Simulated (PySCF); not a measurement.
# C2H7Al, SMILES `C[AlH]C`: electronic structure

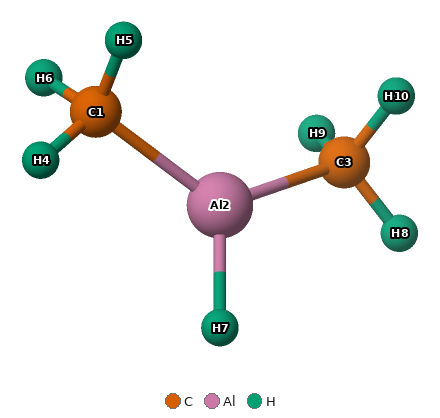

The molecule, with its atoms numbered as below. No frequency check shows the geometry to be a minimum.

Coordinates in Å:

```
C1      -1.7927    0.3939    0.0001
Al2     -0.0000   -0.4695   -0.0003
C3       1.7929    0.3938    0.0002
H4      -2.5881   -0.3620    0.0001
H5      -1.9683    1.0309    0.8750
H6      -1.9681    1.0317   -0.8744
H7      -0.0015   -2.0232    0.0013
H8       2.5882   -0.3622   -0.0002
H9       1.9685    1.0312   -0.8744
H10      1.9687    1.0304    0.8751
```

Part 1: Bonding charge

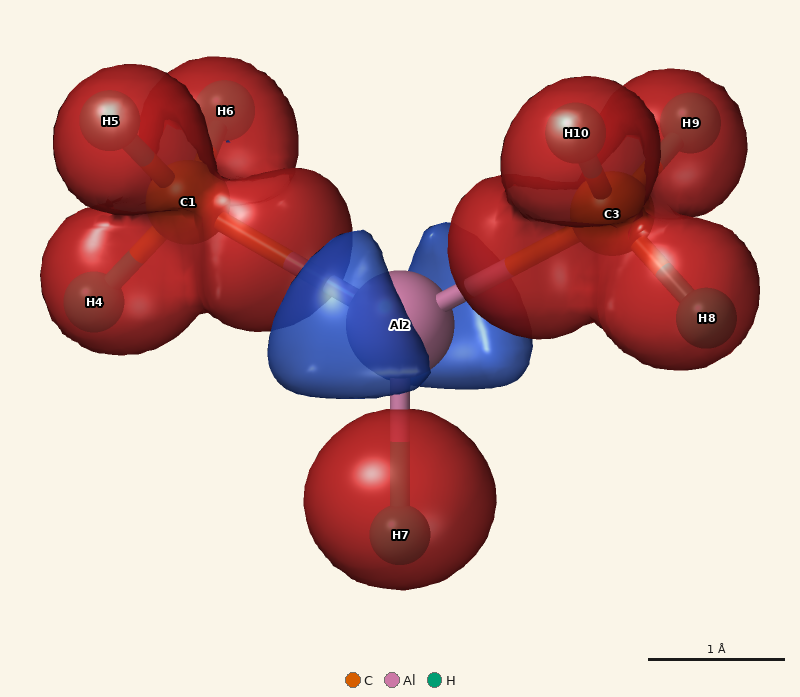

Deformation density (molecule less spherical, spin-averaged free atoms at the same positions), surfaces at ±0.07 e/Å³; red: gain, blue: loss.

Computed with PySCF, LDA (SVWN)/def2-TZVP, geometry: GFN2-xTB.

Question: Describe the bonding that the map shows.

Answer: C1–H4 and C3–H8: +0.62 e/Å³ at the bond critical point (bond length 1.10 Å, Mayer order 0.9). C3–H10, C3–H9, C1–H5 and C1–H6: +0.61 e/Å³ at the bond critical point (bond length 1.10 Å, Mayer order 0.9). Al2–H7: +0.18 e/Å³ at the bond critical point (bond length 1.55 Å, Mayer order 0.9). C1–Al2 and Al2–C3: +0.14 e/Å³ at the bond critical point (bond length 1.99 Å, Mayer order 1.0). In all, 2.1 electrons gather in the regions of gain relative to the promolecule. A small or negative value marks a very polar bond, one between electron-rich atoms, whose free-atom densities already overlap strongly, a long bond to a heavier atom, or a closed-shell contact such as a hydrogen bond.

Question: Where do the Hirshfeld charges lie?

Answer: The highest Hirshfeld charge is on Al2 (+0.49 e), the lowest on C1 and C3 (−0.27 e).

```
atom  charge (e)
  C1       −0.27
 Al2       +0.49
  C3       −0.27
  H4       +0.04
  H5       +0.04
  H6       +0.04
  H7       −0.16
  H8       +0.04
  H9       +0.04
 H10       +0.04
```

Part 2: Bond critical points

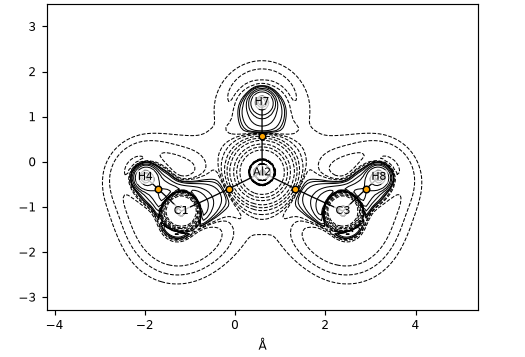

Negative Laplacian of the density (−∇²ρ) in the plane of C1, Al2, C3, H4, H7 and H8 (solid lines positive, dashed lines negative, contours at ±0.02 to ±8 a.u.), with bond paths and bond critical points (dots).

Question: Sort the bonds in the plane by the sign of ∇²ρ at their critical points.

Answer: Concentrated (∇²ρ < 0): C1–H4 and C3–H8 (−0.83 a.u.). Depleted (∇²ρ > 0): Al2–H7 (+0.20 a.u., H = −0.032); C1–Al2 and Al2–C3 (+0.20 a.u., H = −0.026).

Question: Where along C1–H4 does the critical point lie?

Answer: 0.71 Å from C1 and 0.38 Å from H4.

Part 3: Local ionisation energy

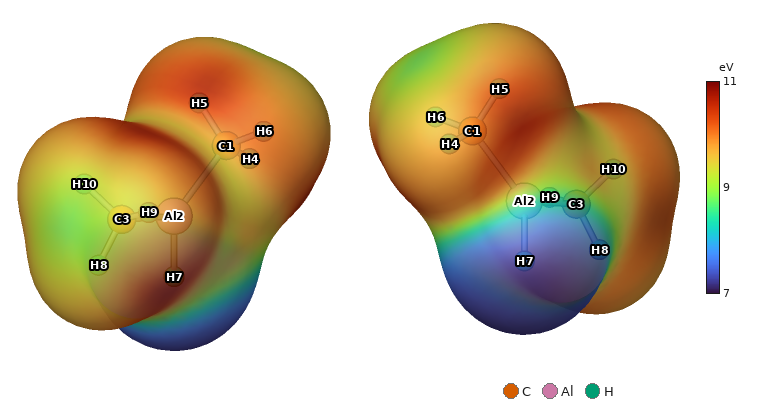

Average local ionisation energy on the surface of electron density 0.001 a.u. (back view left, front view right).

Question: Locate the minima of the map.

Answer: The lowest value is 7.2 eV, 1.6 Å from H7. Further minima include 8.8 eV, near H4 (1.90 Å), H6 (1.91 Å), H5 (1.97 Å) and C1 (2.05 Å), and at like points elsewhere; 9.4 eV, near H5 (1.99 Å) and Al2 (2.14 Å), over C1 (2.4 Å), and at like points elsewhere. For comparison, the highest occupied orbital lies at −6.6 eV.

Question: What volume does the surface enclose, and what is the dipole moment?

Answer: About 109 Å³; the dipole moment is 0.8 D.

Part 4: Excited states

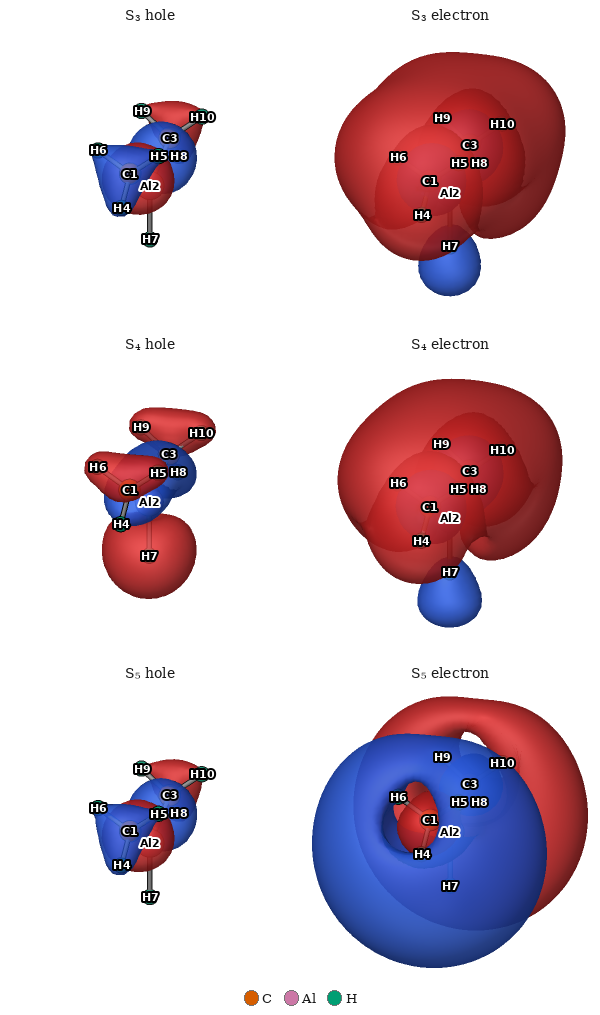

Leading natural transition orbitals (full linear response singlet states).

Computed with PySCF, B3LYP/6-311G**, geometry: GFN2-xTB. Without diffuse functions Rydberg states are missing, so the states' numbers hold for this basis only.

Question: Describe these excited states.

Answer: By state:
- S₃: 7.27 eV (171 nm), f = 0.217 (bright), partly diffuse acceptor orbital, which a basis without diffuse functions describes poorly; the leading pair carries 97 %; hole on C1 (31 %), C3 (28 %) and Al2 (21 %), electron on Al2 (33 %), C1 and C3 (12 % each) and H5, H6, H9 and H10 (8 % each) (atom shares of so diffuse an orbital are rough); their centroids lie 0.4 Å apart; S₄ lies within 0.1 eV of it.
- S₄: 7.30 eV (170 nm), f = 0.069, partly diffuse acceptor orbital, which a basis without diffuse functions describes poorly; the leading pair carries 99 %; hole on H7 (34 %), Al2 (28 %) and C3 (15 %), electron on Al2 (35 %), C1 and C3 (12 % each) and H5, H6, H9 and H10 (8 % each) (atom shares of so diffuse an orbital are rough); their centroids lie 1.4 Å apart; S₃ lies within 0.1 eV of it.
- S₅: 7.59 eV (163 nm), f = 0.014, partly diffuse acceptor orbital, which a basis without diffuse functions describes poorly; the leading pair carries 99 %; hole on C1 and C3 (29 % each) and Al2 (21 %), electron on Al2 (35 %), H4 and H8 (10 % each) and C1 and C3 (8 % each) (atom shares of so diffuse an orbital are rough); their centroids lie 0.9 Å apart; S₆ lies within 0.1 eV of it.

Part 5: Removing or adding an electron

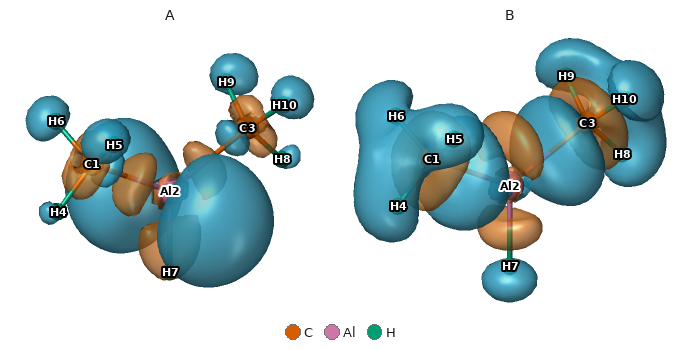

The two Fukui functions at ±0.02 e/Å³ (light blue positive, orange negative).

Method: HF/def2-TZVP; geometry: GFN2-xTB; program: PySCF.

Question: Which panel is f⁻ (electron removed) and which f⁺ (electron added)?

Answer: A is f⁺, B is f⁻. f⁻ (Hirshfeld-condensed) is largest on C1 and C3 (0.20 each) and Al2 (0.14); the vertical ionisation energy is 9.37 eV (the stability of the cation's solution wasn't checked). f⁺ (Hirshfeld-condensed) is largest on Al2 (0.64); the vertical electron affinity is −1.31 eV (the stability of the anion's solution wasn't checked; negative, but this basis has no diffuse functions, so it doesn't show that the anion is unbound).

Question: What chemical potential and hardness follow from the two energies?

Answer: μ = −(I + A)/2 = −4.03 eV and η = I − A = 10.68 eV.

Part 6: Localised orbitals

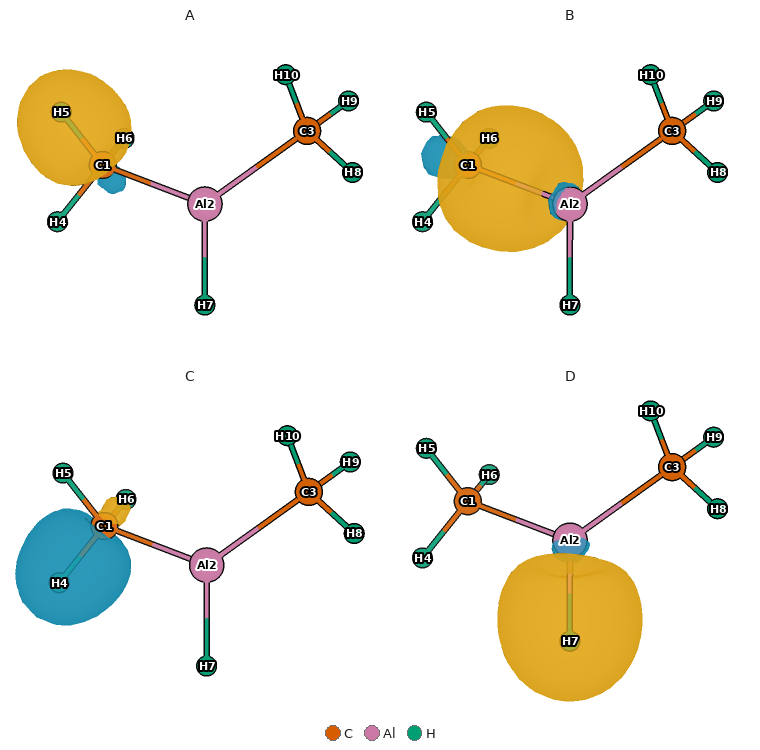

Pipek–Mezey orbitals, occupied; each surface holds about 70 % of the orbital's density. Energies are diagonal elements of the Fock matrix.

PySCF calculation, HF/def2-SVPD, gas phase; geometry: GFN2-xTB.

Question: Identify each orbital.

Answer: By panel:
- A: σ bond C1–H5 (C1 54 %, H5 45 %; −17.2 eV)
- B: σ bond C1–Al2 (C1 68 %, Al2 32 %; −14.1 eV)
- C: σ bond C1–H4 (C1 54 %, H4 45 %; −17.1 eV)
- D: σ bond H7–Al2 (H7 60 %, Al2 39 %; −12.7 eV)

Question: How do all the valence pairs divide up?

Answer: 9 pairs: 9 σ bonds.

Part 7: Stretching a bond

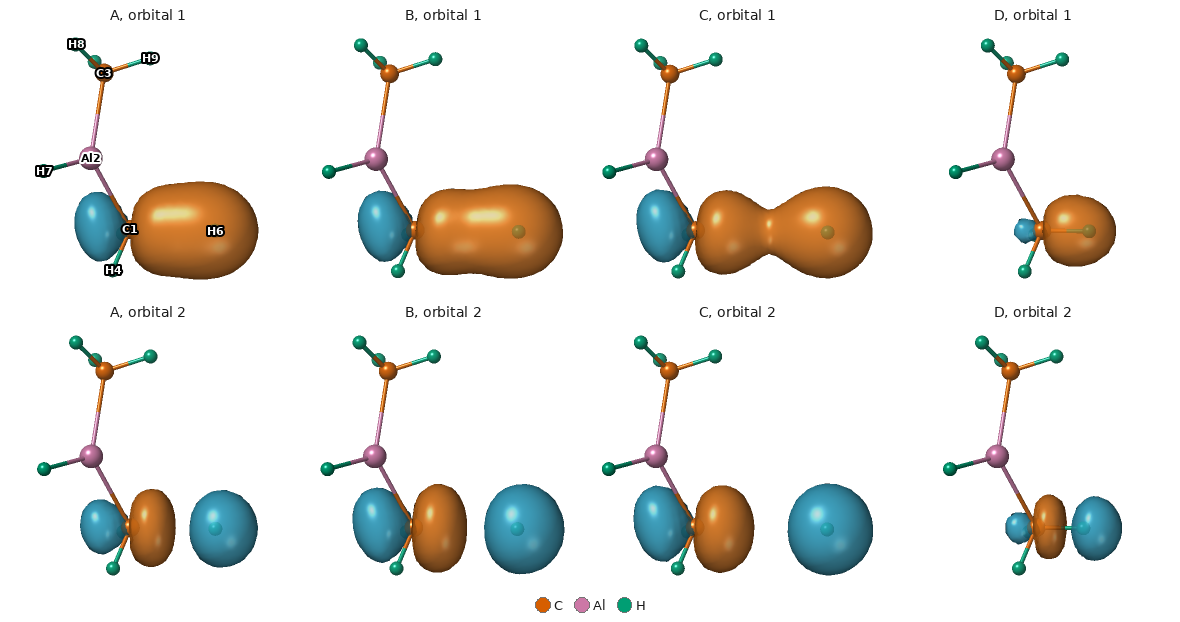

Rigid stretch of the C1–H6 bond. The two CASSCF(2,2) natural orbitals nearest half filling (orbital 1 the more occupied).

Method: cc-pVDZ basis; geometry: GFN2-xTB; program: PySCF.

Question: The columns are at 1.07, 1.93, 2.35 and 3.00 Å, in some order. Assign them, and give the occupations.

Answer: A: 1.93 Å, occupations 1.83 and 0.17. B: 2.35 Å, occupations 1.63 and 0.37. C: 3.00 Å, occupations 1.31 and 0.69. D: 1.07 Å, occupations 1.98 and 0.02.

Question: Where does the UHF solution part from RHF?

Answer: Between 1.66 Å (⟨S²⟩ = 0, the two coincide) and 1.93 Å (⟨S²⟩ = 0.56); at 3.00 Å ⟨S²⟩ is 0.99 and UHF lies 3.2 eV below RHF.

Question: How much energy does the stretch cost?

Answer: By CASSCF, 4.1 eV from the lowest point of the scan (1.07 Å) to 3.00 Å; RHF gives 6.8 eV from its own lowest point. The fragments aren't relaxed and dynamic correlation is missing, so this isn't a bond dissociation energy.

The PySCF runs shown took 4.5 s, 69 s, 2.7 s, 0.78 s and 43 s on 1 thread of AMD EPYC 9R45 96-Core Processor (Zen 5), with other jobs on the host.
